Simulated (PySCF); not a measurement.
# CH5Al (SMILES [CH3][AlH2]): levels of theory compared

Wanted: a comparison of 6 runs (MP2/STO-6G, BCCD(T)/STO-6G, CCSDT(Q)/STO-6G, CCSDT/STO-6G, QCISD(T)/STO-6G, CCSD(T)/STO-6G) of CH5Al. The job is set up through a Python script.

The results are computed with PySCF 2.14.0.

3 further runs of the same task are left out: 3 set aside as unsound or not needed.

**1. The system as given**

CH5Al: 7 atoms, total charge 0, spin state singlet. SMILES: `[CH3][AlH2]`. The C1–H5 distance was set to 1.312 Å, away from the relaxed value.

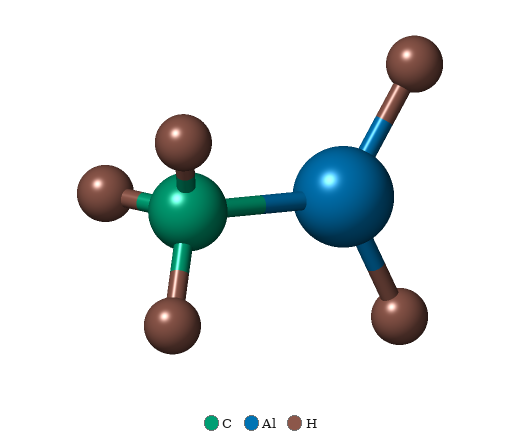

The structure, seen from a chosen angle (carbon teal, aluminium blue, hydrogen brown).

**2. The energy at MP2/STO-6G (run 1)**

Contents of job.py:

```python
from pyscf import gto, scf, mp

mol = gto.Mole()
mol.atom = '''
C     -0.576861    -0.549641    -0.255495
Al     0.434539     0.924259     0.524705
H     -1.191461    -1.073641     0.480805
H     -1.262761    -0.160441    -1.018195
H      0.193400    -1.425500    -0.855600
H     -0.112361     1.695259     1.803405
H      1.806439     1.397559    -0.125395
'''
mol.verbose = 3
mol.max_memory = 1860
mol.basis = 'sto-6g'
mol.build()

mf = scf.RHF(mol)
mf.conv_tol = 1e-10
mf.kernel()
if not mf.converged:
    mf = mf.newton().run(mf.mo_coeff, mf.mo_occ)

pt = mp.MP2(mf, frozen=6).run()
etot = pt.e_tot
print('Final energy', etot)
```

Command:

```sh
OMP_NUM_THREADS=1 python job.py
```

Log:

```text
converged SCF energy = -281.637816703988
E(RMP2) = -281.730698489823  E_corr = -0.0928817858344976
E(SCS-RMP2) = -281.743096482505  E_corr = -0.105279778516355
Final energy -281.73069848982266
```

Run time: 0.99 s. Hardware: 1 thread of Arm Neoverse V1, shared host; peak memory 0.12 GiB.

**3. A single-point energy at BCCD(T)/STO-6G (run 2)**

job.py: that of step 2 with these lines changed.

```diff
@@ -1,2 +1,3 @@
-from pyscf import gto, scf, mp
+from pyscf import gto, scf, cc
+from pyscf.cc.bccd import bccd_kernel_
 
@@ -12,5 +13,5 @@
 '''
+mol.basis = 'sto-6g'
+mol.max_memory = 1860
 mol.verbose = 3
-mol.max_memory = 1860
-mol.basis = 'sto-6g'
 mol.build()
@@ -23,4 +24,6 @@
 
-pt = mp.MP2(mf, frozen=6).run()
-etot = pt.e_tot
-print('Final energy', etot)
+mycc = cc.CCSD(mf, frozen=6).run()
+mycc = bccd_kernel_(mycc, diis=True)
+e_t = mycc.ccsd_t()
+e_tot = mycc.e_tot + e_t
+print(f'total energy: {e_tot:.8f} hartree')
```

Command:

```sh
OMP_NUM_THREADS=1 python job.py
```

Log:

```text
converged SCF energy = -281.637816703988
E(CCSD) = -281.7667966147638  E_corr = -0.1289799107756059
BCCD loop starts.

******** <class 'pyscf.cc.ccsd.CCSD'> ********
CC2 = 0
CCSD nocc = 6, nmo = 13
frozen orbitals 6
max_cycle = 50
direct = 0
conv_tol = 1e-07
conv_tol_normt = 1e-05
diis_space = 6
diis_start_cycle = 0
diis_start_energy_diff = 1e+09
Init E_corr(CCSD) = -0.128832494926418
cycle = 1  E_corr(CCSD) = -0.130110123502291  dE = -0.00127762858  norm(t1,t2) = 0.0189254
cycle = 2  E_corr(CCSD) = -0.129900697390941  dE = 0.000209426111  norm(t1,t2) = 0.00388132
cycle = 3  E_corr(CCSD) = -0.129765437465749  dE = 0.000135259925  norm(t1,t2) = 0.00125187
cycle = 4  E_corr(CCSD) = -0.129731727972333  dE = 3.37094934e-05  norm(t1,t2) = 0.000255214
cycle = 5  E_corr(CCSD) = -0.129726680318687  dE = 5.04765365e-06  norm(t1,t2) = 7.52992e-05
cycle = 6  E_corr(CCSD) = -0.1297273742586  dE = -6.93939913e-07  norm(t1,t2) = 1.85709e-05
cycle = 7  E_corr(CCSD) = -0.129727518819272  dE = -1.44560671e-07  norm(t1,t2) = 5.12206e-06
cycle = 8  E_corr(CCSD) = -0.129727509962041  dE = 8.85723089e-09  norm(t1,t2) = 1.46939e-06
CCSD converged
E(CCSD) = -281.7667289205106  E_corr = -0.1297275099620406
BCC iter:    0  E:    -281.766728920511  dE:    6.769e-05  |t1|:    2.494e-03

******** <class 'pyscf.cc.ccsd.CCSD'> ********
CC2 = 0
CCSD nocc = 6, nmo = 13
frozen orbitals 6
max_cycle = 50
direct = 0
conv_tol = 1e-07
conv_tol_normt = 1e-05
diis_space = 6
diis_start_cycle = 0
diis_start_energy_diff = 1e+09
Init E_corr(CCSD) = -0.129655712647228
cycle = 1  E_corr(CCSD) = -0.129545784357449  dE = 0.00010992829  norm(t1,t2) = 0.00208562
cycle = 2  E_corr(CCSD) = -0.129565788343819  dE = -2.00039864e-05  norm(t1,t2) = 0.000388811
cycle = 3  E_corr(CCSD) = -0.12958013072592  dE = -1.43423821e-05  norm(t1,t2) = 0.000104023
cycle = 4  E_corr(CCSD) = -0.12958382767605  dE = -3.69695013e-06  norm(t1,t2) = 1.57579e-05
cycle = 5  E_corr(CCSD) = -0.129584511068844  dE = -6.83392794e-07  norm(t1,t2) = 3.96922e-06
cycle = 6  E_corr(CCSD) = -0.129584539420753  dE = -2.83519096e-08  norm(t1,t2) = 8.63809e-07
CCSD converged
E(CCSD) = -281.7667352147956  E_corr = -0.1295845394207534
BCC iter:    1  E:    -281.766735214796  dE:   -6.294e-06  |t1|:    7.794e-05

******** <class 'pyscf.cc.ccsd.CCSD'> ********
CC2 = 0
CCSD nocc = 6, nmo = 13
frozen orbitals 6
max_cycle = 50
direct = 0
conv_tol = 1e-07
conv_tol_normt = 1e-05
diis_space = 6
diis_start_cycle = 0
diis_start_energy_diff = 1e+09
Init E_corr(CCSD) = -0.129586218280141
cycle = 1  E_corr(CCSD) = -0.12958935753352  dE = -3.13925338e-06  norm(t1,t2) = 6.39927e-05
cycle = 2  E_corr(CCSD) = -0.129588803796917  dE = 5.53736603e-07  norm(t1,t2) = 1.24227e-05
cycle = 3  E_corr(CCSD) = -0.129588392831911  dE = 4.10965006e-07  norm(t1,t2) = 3.57546e-06
cycle = 4  E_corr(CCSD) = -0.129588265865335  dE = 1.26966577e-07  norm(t1,t2) = 6.9559e-07
cycle = 5  E_corr(CCSD) = -0.129588262527778  dE = 3.33755693e-09  norm(t1,t2) = 1.39789e-07
CCSD converged
E(CCSD) = -281.7667350711047  E_corr = -0.1295882625277779
BCC iter:    2  E:    -281.766735071105  dE:    1.437e-07  |t1|:    2.804e-06
CCSD(T) correction = -0.000936523616806488
total energy: -281.76767159 hartree
```

It took 1.1 s on 1 thread of Arm Neoverse V1, shared host; peak memory 0.1 GiB.

**4. The energy at CCSDT(Q)/STO-6G (run 3)**

Contents of calc.py:

```python
from pyscf import gto, scf, cc

system = gto.M(
    atom='''
C     -1.090109    -1.038671    -0.482816
Al     0.821160     1.746596     0.991549
H     -2.251535    -2.028887     0.908590
H     -2.386272    -0.303190    -1.924110
H      0.365473    -2.693805    -1.616850
H     -0.212332     3.203575     3.407942
H      3.413675     2.641004    -0.236962
''',
    unit='bohr',
    verbose=3,
    basis='sto-6g',
    max_memory=1860,
    charge=0,
)

myscf = scf.RHF(system)
myscf.conv_tol = 1e-10
myscf.kernel()
if not myscf.converged:
    myscf = myscf.newton().run(myscf.mo_coeff, myscf.mo_occ)

mycc = cc.CCSDT(myscf, frozen=6)
mycc.kernel()
e_bracket, e_q = mycc.ccsdt_q()
e_final = mycc.e_tot + e_q
print('E = %.10f Eh' % e_final)
```

Command:

```sh
OMP_NUM_THREADS=1 python calc.py
```

Log:

```text
converged SCF energy = -281.637816677825
_make_eris_incore_RCCSDT

WARN: A large `blksize` is being used, which may cause large memory consumption
      for storing contraction intermediates. If memory is sufficient, consider using
      `pyscf.cc.rccsdt_highm.RCCSDT` instead.

WARN: A large `blksize_oovv` is being used, which may cause large memory consumption
      for storing contraction intermediates. If memory is sufficient, consider using
      `pyscf.cc.rccsdt_highm.RCCSDT` instead.

WARN: A large `blksize_oooo` is being used, which may cause large memory consumption
      for storing contraction intermediates. If memory is sufficient, consider using
      `pyscf.cc.rccsdt_highm.RCCSDT` instead.

RCCSDT converged
E(RCCSDT) = -281.767984512162   E_corr = -0.130167834336617
E_corr(same-spin) = -0.00528426119807598
E_corr(oppo-spin) = -0.124883573138541
_make_eris_incore_RCCSDT
E = -281.7680969630 Eh
```

It took 1.7 s on 1 thread of Arm Neoverse V1, shared host; peak memory 0.11 GiB.

Runs 4 to 5 aren't shown in full; the table further down has their settings and results.

**5. A single-point energy at CCSD(T)/STO-6G (run 6)**

Contents of input.py:

```python
from pyscf import gto, cc

mol = gto.Mole()
mol.atom = [
    ('C', (-0.576861, -0.549641, -0.255495)),
    ('Al', (0.434539, 0.924259, 0.524705)),
    ('H', (-1.191461, -1.073641, 0.480805)),
    ('H', (-1.262761, -0.160441, -1.018195)),
    ('H', (0.193400, -1.425500, -0.855600)),
    ('H', (-0.112361, 1.695259, 1.803405)),
    ('H', (1.806439, 1.397559, -0.125395)),
]
mol.spin = 0
mol.max_memory = 1860
mol.verbose = 3
mol.basis = 'sto-6g'
mol.build()

myscf = mol.RHF()
myscf.conv_tol = 1e-10
myscf.kernel()
if not myscf.converged:
    myscf = myscf.newton().run(myscf.mo_coeff, myscf.mo_occ)

mycc = cc.CCSD(myscf, frozen=6)
mycc.kernel()
e_t = mycc.ccsd_t()
etot = mycc.e_tot + e_t
print('E = %.10f Eh' % etot)
```

Command:

```sh
OMP_NUM_THREADS=1 python input.py
```

Log:

```text
converged SCF energy = -281.637816703988
E(CCSD) = -281.7667966147638  E_corr = -0.1289799107756059
CCSD(T) correction = -0.000887074445910998
E = -281.7676836892 Eh
```

Wall time 1.1 s (1 thread of Arm Neoverse V1, shared host); peak memory 0.12 GiB.

**6. Overview of the runs**

```csv
run,level,energy (Eh),dipole moment (D) of the reference,HOMO energy (eV),LUMO energy (eV),wall time
1,MP2/STO-6G,-281.730698,0.23,-8.93,8.83,0.99 s
2,BCCD(T)/STO-6G,-281.767672,–,–,–,1.1 s
3,CCSDT(Q)/STO-6G,-281.768097,0.23,-8.93,8.83,1.7 s
4,CCSDT/STO-6G,-281.767985,0.23,-8.93,8.83,1.4 s
5,QCISD(T)/STO-6G,-281.767717,0.23,-8.93,8.83,1.1 s
6,CCSD(T)/STO-6G,-281.767684,0.23,-8.93,8.83,1.1 s
```

**7. Results**

```
                                          quantity          value
                               run 6: total energy  -281.76768 Eh
       run 6: dipole moment (Hartree–Fock density)         0.23 D
        run 6: HOMO energy (Hartree–Fock orbitals)       -8.93 eV
        run 6: LUMO energy (Hartree–Fock orbitals)        8.83 eV
      run 6: HOMO–LUMO gap (Hartree–Fock orbitals)       17.75 eV
run 6: correlation energy (6 core orbitals frozen)     -129.9 mEh
                             run 6: (T) correction      -0.89 mEh
                              run 6: T1 diagnostic          0.006
```

In runs 1, 2, 3, 4, 5, 6 the basis is minimal, so the values are rough. All runs together took 7.3 s, the longest 1.7 s.
